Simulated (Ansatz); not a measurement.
**One shape, several levels: PH3 (phosphine)**

Wanted: a comparison of 6 runs (HF/aug-cc-pVTZ, B3LYP/aug-cc-pVTZ, HSE06/aug-cc-pVTZ, revPBE/aug-cc-pVTZ, wB97M-V/aug-cc-pVTZ, MP2/aug-cc-pVTZ) of PH3 (phosphine). 

The results are computed with Ansatz 0.2.0.

34 further runs of the same task are left out: 34 set aside as unsound or not needed.

## (1) Starting point

PH3: 4 atoms, total charge 0, spin state singlet. As SMILES, `P`. The P1–H4 distance was set to 2.130 Å, away from the relaxed value. At this shape a bond of the SMILES string is far longer than usual.

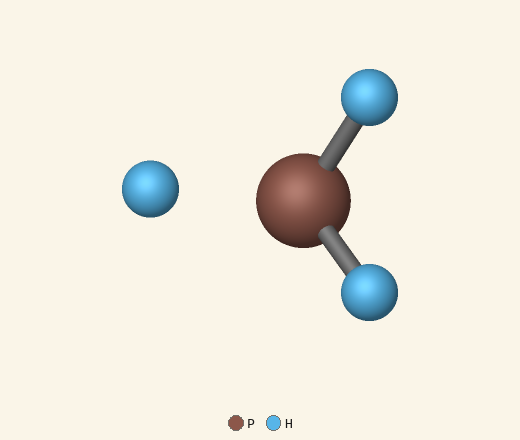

The structure, seen from a chosen angle (phosphorus brown, hydrogen blue).

## (2) The energy at HF/aug-cc-pVTZ (run 1)

molecule.yaml reads:

```yaml
crystal:
  periodic: [false, false, false]
  atoms:
    - symbol: P
      position_ang: [0.504648, -1.001493, -0.180752]
    - symbol: H
      position_ang: [0.789548, -0.708993, 1.179048]
    - symbol: H
      position_ang: [-0.846852, -1.337993, 0.094848]
    - symbol: H
      position_ang: [0.028700, 1.023500, -0.636900]
basis:
  gaussian:
    orbitals: aug-cc-pVTZ
hamiltonian:
  xc: hf
accuracy: high
output: {orbitals: {seedname: orbitals}}
```

On the command line:

```
ansatz run molecule.yaml --threads 1 --pin off --max-ram 3480MiB --events-out events.jsonl --progress --plain --runs-dir runs
```

The log of the run:

```text
Warning: RAYON_NUM_THREADS=1 ignored (pool sized by the plan → 1); use --threads N
Functional definition: HF
  name "HF"
  exchange = exact_x
  correlation = 0
1851 factors; integrals over basis functions are off by at most 3.7e-9 eV
mean field evaluation 1: about -9316.6190 eV, gradient 9.0e0 eV
mean field evaluation 2: about -9316.6198 eV, gradient 9.0e0 eV
mean field evaluation 4: about -9317.2393 eV, gradient 1.3e0 eV
mean field evaluation 8: about -9317.2517 eV, gradient 8.5e-4 eV
mean field -9317.25165874 eV, -342.4026829986 hartree, gradient 4.9e-8 eV, S^2 0.000000; 0 other end points of the search recorded, 0 dependent functions left out
reference -9317.25165874 eV, -342.4026829986 hartree; 9, 9 occupied and 110, 110 virtual orbitals, 1851 factors
Total energy: -9317.25165874 eV, -342.4026829986 hartree
```

Wall time 2.5 s (1 thread of Intel Xeon Platinum 8488C (Sapphire Rapids), shared host); peak memory 0.27 GiB.

## (3) A single-point energy at B3LYP/aug-cc-pVTZ (run 2)

job.yaml reads:

```yaml
basis:
  gaussian:
    orbitals: aug-cc-pVTZ
crystal:
  periodic: [false, false, false]
  atoms:
    - {symbol: P, position_ang: [0.504648, -1.001493, -0.180752]}
    - {symbol: H, position_ang: [0.789548, -0.708993, 1.179048]}
    - {symbol: H, position_ang: [-0.846852, -1.337993, 0.094848]}
    - {symbol: H, position_ang: [0.028700, 1.023500, -0.636900]}
hamiltonian:
  xc: {name: B3LYP}
accuracy: high
output:
  orbitals: {seedname: orbitals}
```

On the command line:

```
ansatz run job.yaml --threads 1 --pin off --max-ram 3480MiB --events-out events.jsonl --progress --plain --runs-dir runs
```

The log of the run:

```text
Warning: RAYON_NUM_THREADS=1 ignored (pool sized by the plan → 1); use --threads N
Functional definition: B3LYP
  name "B3LYP"
  parameter a0 = 0.2
  parameter ax = 0.72
  parameter ac = 0.81
  exchange = (1 - a0 - ax)*slater_x + ax*b88_x + a0*exact_x
  correlation = (1 - ac)*vwn_rpa_c + ac*lyp_c
1851 factors; integrals over basis functions are off by at most 3.7e-9 eV
mean field evaluation 1: about -9335.9387 eV, gradient 1.2e1 eV
mean field evaluation 2: about -9335.7092 eV, gradient 1.4e1 eV
mean field evaluation 4: about -9336.4634 eV, gradient 7.0e-1 eV
mean field evaluation 8: about -9336.4646 eV, gradient 1.6e-2 eV
mean field evaluation 16: about -9336.4646 eV, gradient 1.6e-6 eV
mean field -9336.46455371 eV, -343.1087438661 hartree, gradient 8.2e-8 eV, S^2 0.000000; 0 other end points of the search recorded, 0 dependent functions left out
reference -9336.46459249 eV, -343.1087452908 hartree; 9, 9 occupied and 110, 110 virtual orbitals, 1851 factors
Total energy: -9336.46459249 eV, -343.1087452908 hartree
```

Wall time 4.8 s (1 thread of Intel Xeon Platinum 8488C (Sapphire Rapids), shared host); peak memory 0.3 GiB.

Runs 3 to 5 aren't shown in full; the table further down has their settings and results.

## (4) The energy at MP2/aug-cc-pVTZ (run 6)

run.yaml reads:

```yaml
basis:
  gaussian:
    orbitals: aug-cc-pVTZ
crystal:
  periodic: [false, false, false]
  atoms:
    - {symbol: P, position_ang: [0.504648, -1.001493, -0.180752]}
    - {symbol: H, position_ang: [0.789548, -0.708993, 1.179048]}
    - {symbol: H, position_ang: [-0.846852, -1.337993, 0.094848]}
    - {symbol: H, position_ang: [0.028700, 1.023500, -0.636900]}
correlation:
  method: mp2
  frozen_orbitals: {H: 0, P: 5}
accuracy: high
```

On the command line:

```
ansatz run run.yaml --threads 1 --pin off --max-ram 3480MiB --events-out events.jsonl --progress --plain --runs-dir runs
```

The log of the run:

```text
Warning: RAYON_NUM_THREADS=1 ignored (pool sized by the plan → 1); use --threads N
Functional definition: HF
  name "HF"
  exchange = exact_x
  correlation = 0
1851 factors; integrals over basis functions are off by at most 3.7e-9 eV
mean field evaluation 1: about -9316.6190 eV, gradient 9.0e0 eV
mean field evaluation 2: about -9316.6198 eV, gradient 9.0e0 eV
mean field evaluation 4: about -9317.2393 eV, gradient 1.3e0 eV
mean field evaluation 8: about -9317.2517 eV, gradient 8.5e-4 eV
mean field -9317.25165874 eV, -342.4026829986 hartree, gradient 4.9e-8 eV, S^2 0.000000; 0 other end points of the search recorded, 0 dependent functions left out; unrestricted orbitals would lower it
mean field evaluation 16: about -9317.4544 eV, gradient 4.6e-1 eV
5 core orbitals not correlated: weight in the atoms' cores, before any rotation towards them, 1.000 or more for the frozen orbitals, at most 0.000 for the correlated occupied ones
reference -9317.25165874 eV, -342.4026829986 hartree; 4, 4 occupied and 110, 110 virtual orbitals, 1851 factors
second order -4.87803371 eV of doubles, -0.00000000 eV of singles
Total energy: -9322.12969245 eV, -342.5819474311 hartree
```

Wall time 2.7 s (1 thread of Intel Xeon Platinum 8488C (Sapphire Rapids), shared host); peak memory 0.28 GiB.

## (5) All runs side by side

```csv
run,level,frozen core orbitals,energy (Eh),HOMO energy (eV),LUMO energy (eV),HOMO–LUMO gap (eV),wall time
1,HF/aug-cc-pVTZ,–,-342.402683,-10.23,0.43,10.66,2.5 s
2,B3LYP/aug-cc-pVTZ,–,-343.108745,-7.74,-2.54,5.20,4.8 s
3,HSE06/aug-cc-pVTZ,–,-342.938231,-7.52,-2.66,4.86,4.5 s
4,revPBE/aug-cc-pVTZ,–,-343.024089,-6.86,-3.11,3.75,3.9 s
5,wB97M-V/aug-cc-pVTZ,–,-343.042600,-9.95,-0.56,9.40,17 s
6,MP2/aug-cc-pVTZ,5,-342.581947,–,–,–,2.7 s
```

## (6) What came out

| quantity | value |
| --- | --- |
| run 6: total energy | -342.58195 Eh |
| run 6: correlation energy (5 core orbitals frozen) | -179.3 mEh |

**Reading.** Over runs 1, 2, 3, 4, 5 the HOMO–LUMO gap runs from 3.75 eV (revPBE/aug-cc-pVTZ) to 10.66 eV (HF/aug-cc-pVTZ). Exact exchange widens orbital gaps. Totals of different functionals can't be ranked against each other. In run 6 the log says that unrestricted orbitals would lower the reference, so the values rest on an unstable closed-shell determinant (other closed-shell runs at this shape may share the fault). All runs together took 35 s, the longest 17 s.
